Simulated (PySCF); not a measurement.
I2Tl (charge +1)

```xyz
3

Tl    0.0000    0.0000    0.0000
I     0.0000    0.0000    2.6503
I     0.0000    0.0000   -2.6503
```

Core potentials replace the inner electrons of Tl and I.

Level of theory: PySCF, RKS TPSS, Tl def2-SVP with ECP60, I def2-SVP with ECP28; non-relativistic Hamiltonian with scalar-relativistic core potentials where named; density fitting.

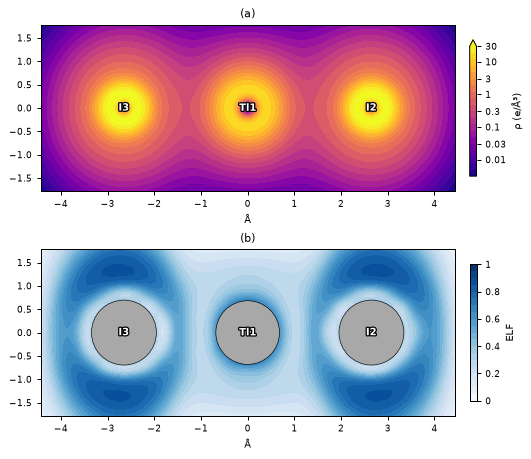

Figure 1. (a) electron density; (b) ELF on a plane that holds the molecular axis. Grey discs cover the atomic cores in the ELF map.

### Describe what can be read from this map.

Atoms in the plane: Tl and I. Tl–I (2.65 Å): ρ is about 0.46 e/Å³ halfway; the ELF is about 0.45 at the midpoint and 0.20 at its lowest between the atoms. The ELF also peaks beside I3 and I2, away from the bonds: lone-pair regions.

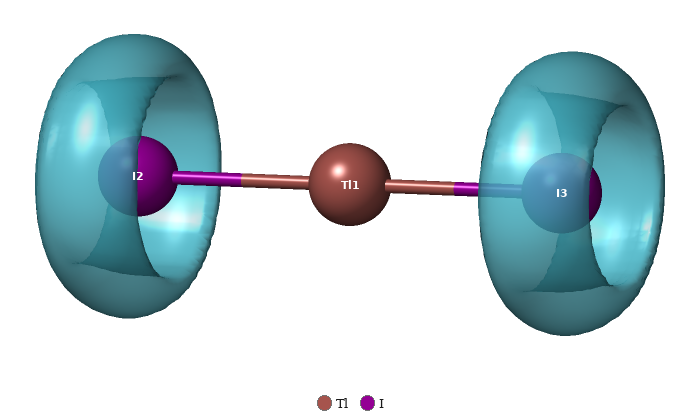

Figure 2. Isosurface of the ELF at 0.8 (cyan), seen from one side. Only the valence region is drawn (cores and ρ < 0.01 e/Å³ removed).

### Describe the localisation domains.

At this value the surface marks out two regions wrapped around I (the valence shell of each).

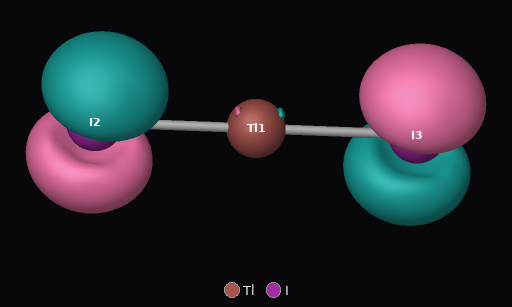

Figure 3. The HOMO at ±0.15 Å⁻³ᐟ² (teal and pink are the two phases), seen from one side.

### What is the character of this orbital?

It lies mainly on I2 (about 45 %) and I3 (about 45 %); it is gerade (even under inversion); largely a combination of lone pairs on I2 and I3. It is one of a degenerate set, so its orientation is arbitrary. Its energy is −11.82 eV.

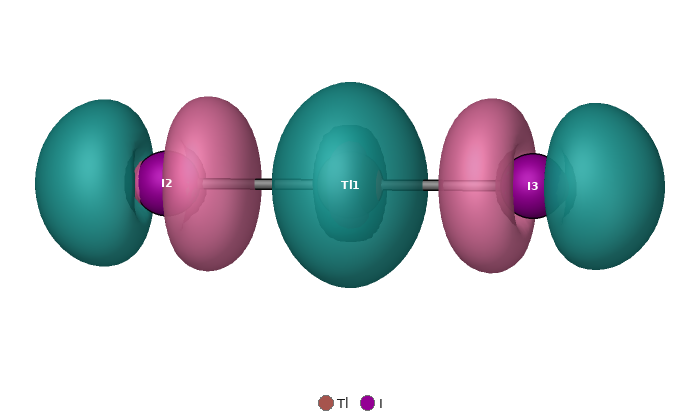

Figure 4. One frontier orbital at ±0.1 Å⁻³ᐟ² (teal and pink are the two phases), seen from one side.

### Which orbital is it: HOMO or LUMO?

The LUMO, at −9.91 eV. By Hirshfeld shares it lies mainly on I2 (about 35 %), I3 (about 35 %) and Tl1 (about 25 %); it is of σ type; it is gerade (even under inversion).
